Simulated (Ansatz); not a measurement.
# triplet C3H7Br: levels of theory compared

Wanted: a comparison of 6 runs (UHF/STO-3G, U-r2SCAN0/def2-SVP, UHSE06/def2-SVP, UPBE/def2-SVP, USVWN5/def2-SVP, UCCSD/def2-SVP) of triplet C3H7Br. 

The calculation is run with Ansatz 0.2.0.

55 further runs of the same task are left out: 55 set aside as unsound or not needed.

### 1 The system as given

C3H7Br has 11 atoms, charge 0, and is taken as a triplet. As SMILES of the parent species, `CCCBr`. Geometry: relaxed at PBE0-D4/def2-TZVP. This is one conformer, not always the lowest. That shape belongs to the parent species and isn't relaxed for this state.

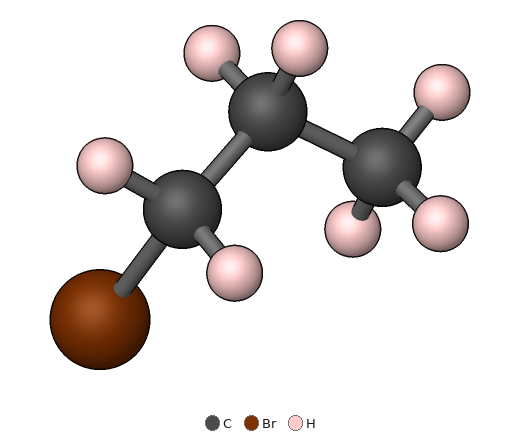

The structure, seen from a chosen angle (carbon dark grey, bromine brown, hydrogen pink).

### 2 A single-point energy at UHF/STO-3G (run 1)

molecule.yaml reads:

```yaml
crystal:
  periodic: [false, false, false]
  atoms:
    - {symbol: C, position_ang: [-0.555400, 1.176300, 0.174600]}
    - {symbol: C, position_ang: [-0.232700, -0.258200, 0.548300]}
    - {symbol: C, position_ang: [0.751200, -0.933400, -0.376500]}
    - {symbol: Br, position_ang: [0.042600, -1.165200, -2.181600]}
    - {symbol: H, position_ang: [-1.020500, 1.228900, -0.811600]}
    - {symbol: H, position_ang: [-1.242800, 1.621500, 0.896400]}
    - {symbol: H, position_ang: [0.349400, 1.789900, 0.151000]}
    - {symbol: H, position_ang: [-1.148000, -0.854800, 0.598800]}
    - {symbol: H, position_ang: [0.212600, -0.288200, 1.551000]}
    - {symbol: H, position_ang: [1.664500, -0.352300, -0.499500]}
    - {symbol: H, position_ang: [1.004600, -1.937400, -0.042700]}
basis:
  gaussian: {orbitals: STO-3G}
magnetization: {spin_polarized: true, initial_magnetization: 2}
hamiltonian: {xc: hf}
accuracy: high
output: {orbitals: {seedname: orbitals}}
```

The run is started by

```console
ansatz run molecule.yaml --threads 1 --pin off --max-ram 3480MiB --events-out events.jsonl --progress --plain --runs-dir runs
```

The log of the run:

```text
Warning: RAYON_NUM_THREADS=1 ignored (pool sized by the plan → 1); use --threads N
Functional definition: HF
  name "HF"
  exchange = exact_x
  correlation = 0
716 factors; integrals over basis functions are off by at most 3.2e-9 eV
mean field evaluation 1: about -72398.2014 eV, gradient 1.2e1 eV
mean field evaluation 2: about -72398.5080 eV, gradient 1.2e1 eV
mean field evaluation 4: about -72401.6290 eV, gradient 3.0e0 eV
mean field evaluation 8: about -72401.8997 eV, gradient 7.1e-2 eV
mean field evaluation 16: about -72401.8990 eV, gradient 2.8e-2 eV
mean field evaluation 32: about -72401.9139 eV, gradient 4.0e-2 eV
mean field evaluation 64: about -72401.5454 eV, gradient 3.7e0 eV
mean field evaluation 96: about -72401.8981 eV, gradient 4.2e-2 eV
mean field -72401.93332328 eV, -2660.7219738377 hartree, gradient 3.4e-8 eV, S^2 2.007321; 2 other end points of the search recorded, 0 dependent functions left out
reference -72401.93332328 eV, -2660.7219738377 hartree; 31, 29 occupied and 9, 11 virtual orbitals, 716 factors
Total energy: -72401.93332328 eV, -2660.7219738377 hartree
```

Wall time 1.2 s (1 thread of AMD EPYC 9R14 (Zen 4), shared host); peak memory 0.14 GiB.

### 3 A single-point energy at U-r2SCAN0/def2-SVP (run 2)

molecule.yaml, as its differences from that of step 2:

```diff
@@ -15,5 +15,9 @@
 basis:
-  gaussian: {orbitals: STO-3G}
-magnetization: {spin_polarized: true, initial_magnetization: 2}
-hamiltonian: {xc: hf}
+  gaussian:
+    orbitals: def2-SVP
+magnetization:
+  spin_polarized: true
+  initial_magnetization: 2
+hamiltonian:
+  xc: {name: r2SCAN0}
 accuracy: high
```

The run is started by

```console
ansatz run molecule.yaml --threads 1 --pin off --max-ram 3480MiB --events-out events.jsonl --progress --plain --runs-dir runs
```

The log of the run:

```text
Warning: RAYON_NUM_THREADS=1 ignored (pool sized by the plan → 1); use --threads N
Functional definition: r2SCAN0
  name "r2SCAN0"
  parameter a = 0.25
  parameter k0 = 0.174
  parameter k1 = 0.065
  parameter a1 = 4.9479
  exchange = (1 - a)*r2scan_x(k0 = k0, k1 = k1, a1 = a1) + a*exact_x
  correlation = r2scan_c
2527 factors; integrals over basis functions are off by at most 4.7e-9 eV
mean field evaluation 1: about -73245.0100 eV, gradient 3.8e1 eV
mean field evaluation 2: about -73230.7104 eV, gradient 5.8e1 eV
mean field evaluation 4: about -73252.2674 eV, gradient 3.7e0 eV
mean field evaluation 8: about -73252.6207 eV, gradient 2.9e-1 eV
mean field evaluation 16: about -73252.6215 eV, gradient 1.5e-2 eV
mean field evaluation 32: about -73252.6219 eV, gradient 2.8e-8 eV
mean field -73252.62194673 eV, -2691.9842041319 hartree, gradient 3.7e-8 eV, S^2 2.007289; 2 other end points of the search recorded, 0 dependent functions left out
reference -73252.62194813 eV, -2691.9842041832 hartree; 31, 29 occupied and 78, 80 virtual orbitals, 2527 factors
Total energy: -73252.62194813 eV, -2691.9842041832 hartree
```

Run time: 54 s. Hardware: 1 thread of AMD EPYC 9R14 (Zen 4), shared host; peak memory 0.84 GiB.

Runs 3 to 4 aren't shown in full; the table further down has their settings and results.

### 4 A single-point energy at USVWN5/def2-SVP (run 5)

run.yaml reads:

```yaml
crystal:
  periodic: [false, false, false]
  atoms:
    - symbol: C
      position_ang: [-0.555400, 1.176300, 0.174600]
    - symbol: C
      position_ang: [-0.232700, -0.258200, 0.548300]
    - symbol: C
      position_ang: [0.751200, -0.933400, -0.376500]
    - symbol: Br
      position_ang: [0.042600, -1.165200, -2.181600]
    - symbol: H
      position_ang: [-1.020500, 1.228900, -0.811600]
    - symbol: H
      position_ang: [-1.242800, 1.621500, 0.896400]
    - symbol: H
      position_ang: [0.349400, 1.789900, 0.151000]
    - symbol: H
      position_ang: [-1.148000, -0.854800, 0.598800]
    - symbol: H
      position_ang: [0.212600, -0.288200, 1.551000]
    - symbol: H
      position_ang: [1.664500, -0.352300, -0.499500]
    - symbol: H
      position_ang: [1.004600, -1.937400, -0.042700]
basis:
  gaussian: {orbitals: def2-SVP}
magnetization: {spin_polarized: true, initial_magnetization: 2}
hamiltonian: {xc: {name: SVWN5}}
accuracy: high
output: {orbitals: {seedname: orbitals}}
```

The run is started by

```console
ansatz run run.yaml --threads 1 --pin off --max-ram 3480MiB --events-out events.jsonl --progress --plain --runs-dir runs
```

The log of the run:

```text
Warning: RAYON_NUM_THREADS=1 ignored (pool sized by the plan → 1); use --threads N
Functional definition: SVWN5
  name "SVWN5"
  exchange = slater_x
  correlation = vwn5_c
2527 factors; integrals over basis functions are off by at most 4.7e-9 eV
mean field evaluation 1: about -73112.2379 eV, gradient 5.5e1 eV
mean field evaluation 2: about -73062.4092 eV, gradient 1.0e2 eV
mean field evaluation 4: about -73127.1051 eV, gradient 1.1e1 eV
mean field evaluation 8: about -73127.7558 eV, gradient 1.6e0 eV
mean field evaluation 16: about -73127.7885 eV, gradient 4.7e-2 eV
mean field evaluation 32: about -73123.8534 eV, gradient 1.2e1 eV
mean field -73127.78849974 eV, -2687.3966595702 hartree, gradient 1.9e-8 eV, S^2 2.001397; 6 other end points of the search recorded, 0 dependent functions left out
reference -73127.78850293 eV, -2687.3966596873 hartree; 31, 29 occupied and 78, 80 virtual orbitals, 2527 factors
Total energy: -73127.78850293 eV, -2687.3966596873 hartree
```

Wall time 9.6 s (1 thread of AMD EPYC 9R14 (Zen 4), shared host); peak memory 0.41 GiB.

### 5 The energy at UCCSD/def2-SVP (run 6)

run.yaml reads:

```yaml
crystal:
  periodic: [false, false, false]
  atoms:
    - {symbol: C, position_ang: [-0.555400, 1.176300, 0.174600]}
    - {symbol: C, position_ang: [-0.232700, -0.258200, 0.548300]}
    - {symbol: C, position_ang: [0.751200, -0.933400, -0.376500]}
    - {symbol: Br, position_ang: [0.042600, -1.165200, -2.181600]}
    - {symbol: H, position_ang: [-1.020500, 1.228900, -0.811600]}
    - {symbol: H, position_ang: [-1.242800, 1.621500, 0.896400]}
    - {symbol: H, position_ang: [0.349400, 1.789900, 0.151000]}
    - {symbol: H, position_ang: [-1.148000, -0.854800, 0.598800]}
    - {symbol: H, position_ang: [0.212600, -0.288200, 1.551000]}
    - {symbol: H, position_ang: [1.664500, -0.352300, -0.499500]}
    - {symbol: H, position_ang: [1.004600, -1.937400, -0.042700]}
basis:
  gaussian:
    orbitals: def2-SVP
magnetization:
  spin_polarized: true
  initial_magnetization: 2
correlation:
  method: ccsd
  frozen_orbitals: {Br: 9, C: 1, H: 0}
accuracy: high
scf:
  omitted_lower_state_checks: [cluster_reference, increment]
```

The run is started by

```console
ansatz run run.yaml --threads 1 --pin off --max-ram 3480MiB --events-out events.jsonl --progress --plain --runs-dir runs
```

The log of the run:

```text
Warning: RAYON_NUM_THREADS=1 ignored (pool sized by the plan → 1); use --threads N
[... 13 lines left out ...]
12 core orbitals not correlated: weight in the atoms' cores, before any rotation towards them, 1.000 or more for the frozen orbitals, at most 0.000 for the correlated occupied ones
[... 37 lines left out ...]
Total energy: -73203.73254317 eV, -2690.1875516893 hartree
Checks for a lower state left out: cluster_reference, increment
```

Run time: 3 min. Hardware: 1 thread of AMD EPYC 9R14 (Zen 4), shared host; peak memory 2.1 GiB.

### 6 All runs side by side

| run | level | frozen core orbitals | energy (Eh) | HOMO energy (eV) | ⟨S²⟩ | wall time |
| --- | --- | --- | --- | --- | --- | --- |
| 1 | UHF/STO-3G | – | -2660.721974 | -1.93 | 2.007 | 1.2 s |
| 2 | U-r2SCAN0/def2-SVP | – | -2691.984204 | -2.35 | 2.007 | 54 s |
| 3 | UHSE06/def2-SVP | – | -2691.632950 | -1.70 | 2.004 | 42 s |
| 4 | UPBE/def2-SVP | – | -2691.521913 | -0.88 | 2.002 | 18 s |
| 5 | USVWN5/def2-SVP | – | -2687.396660 | -0.89 | 2.001 | 9.6 s |
| 6 | UCCSD/def2-SVP | 12 | -2690.187552 | – | 2.017 | 3 min |

### 7 Outcome

| quantity | value |
| --- | --- |
| run 6: total energy | -2690.18755 Eh |
| run 6: correlation energy (12 core orbitals frozen) | -697.7 mEh |
| run 6: ⟨S²⟩ of the reference determinant | 2.017 |
| run 6: T1 diagnostic | 0.011 |

What this shows: Totals of different functionals can't be ranked against each other. In run 1 the basis is minimal, so the values are rough. All runs together took 5.1 min, the longest 3 min.
